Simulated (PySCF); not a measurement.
# C₈H₁₀OSi: what the fields show

| atom | x (Å) | y (Å) | z (Å) |
| --- | --- | --- | --- |
| C | 3.0365 | -0.0564 | 0.0878 |
| C | 1.9662 | 0.0586 | 1.1472 |
| O | 2.2126 | 0.1655 | 2.3295 |
| C | 0.6033 | 0.0348 | 0.6259 |
| C | -0.6182 | 0.2034 | 1.1632 |
| C | -1.3419 | 0.0465 | -0.1442 |
| Si | -2.7104 | -1.2410 | -0.3296 |
| C | -1.4073 | 1.3427 | -0.9255 |
| C | -0.2132 | 1.1832 | -1.4862 |
| C | 0.0766 | -0.1209 | -0.7873 |
| H | 2.8992 | 0.7260 | -0.6555 |
| H | 2.9484 | -1.0182 | -0.4139 |
| H | 4.0215 | 0.0293 | 0.5380 |
| H | -0.9779 | 0.4256 | 2.1498 |
| H | -3.8883 | -0.7711 | 0.3997 |
| H | -2.2212 | -2.5055 | 0.2177 |
| H | -3.0003 | -1.3721 | -1.7576 |
| H | -2.1628 | 2.1046 | -0.9450 |
| H | 0.3864 | 1.7555 | -2.1697 |
| H | 0.3855 | -0.9797 | -1.3728 |

Geometry: GFN2-xTB.

The calculation used PBE0/pcSseg-1, SCF density, gas phase, non-relativistic in PySCF 2.14.0.

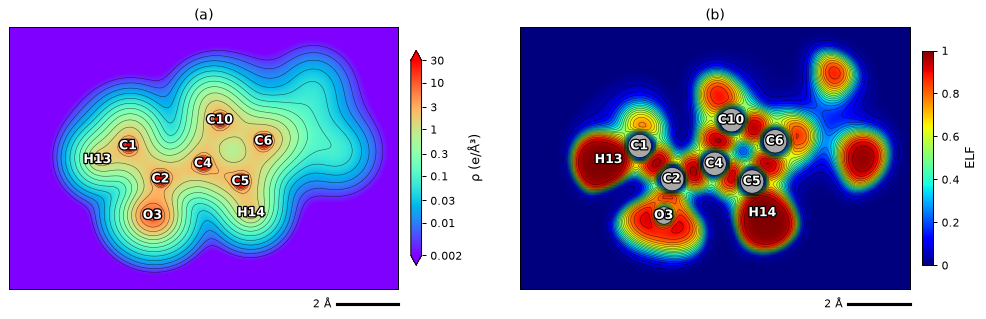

Figure 1. (a) total electron density; (b) electron localisation function on the plane of atoms C4, C5 and H14. Grey discs cover the atomic cores in the ELF map.

**What does the map show?**

Atoms in the plane: C, O and H. C–O (1.21 Å): the density is about 3.3 e/Å³ at the midpoint; the ELF peaks at about 0.85 between the atoms (a short, multiple covalent bond). C–C (1.35 Å): the density is about 2.2 e/Å³ at the midpoint; the ELF peaks at about 0.90 between the atoms (a multiple bond). C–H (1.09 Å): ρ at the midpoint is about 2 e/Å³; the ELF climbs to about 1 towards the hydrogen, as it does in any bond to H (a covalent bond by its length). C–C (1.46 Å): ρ is about 1.9 e/Å³ halfway; the ELF peaks at about 0.95 between the atoms: localised, covalent bonding. C–C (1.50 Å): ρ is about 1.7 e/Å³ halfway; the ELF peaks at about 0.95 between the atoms: a shared electron pair. The ELF also peaks beside O3, away from the bonds: lone-pair regions.

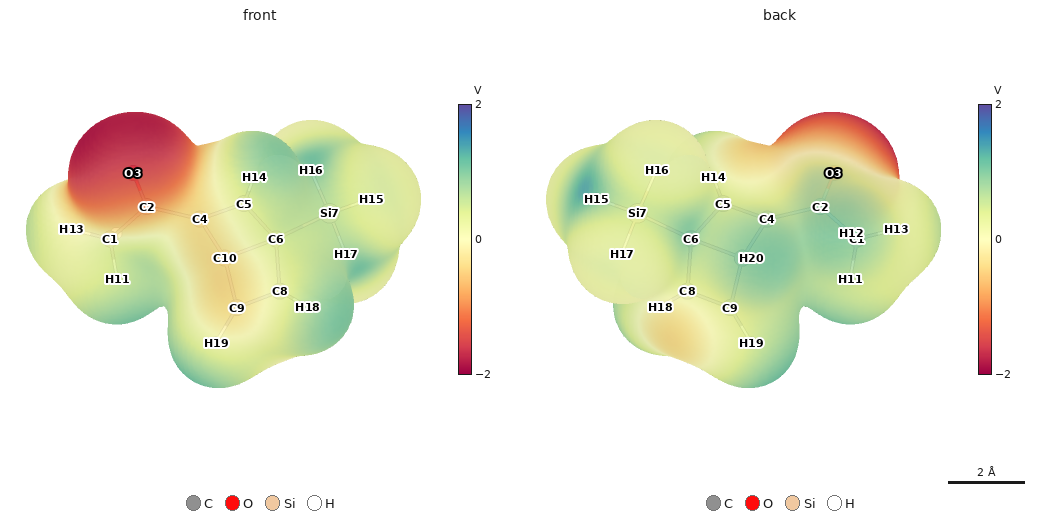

Figure 2. The electrostatic potential painted on the density surface at 0.002 e/bohr³, seen from the front and from behind; red is negative and blue positive.

**Describe the electrostatic potential map.**

The most negative region (about −1.9 V, or −44 kcal/mol for a unit charge) lies over O3, the most positive (about +1.3 V, or +30 kcal/mol for a unit charge) over Si7. O3 is the likeliest acceptor of a hydrogen bond.

**What dipole moment does the calculation give?**

Its dipole moment is 3.15 D.
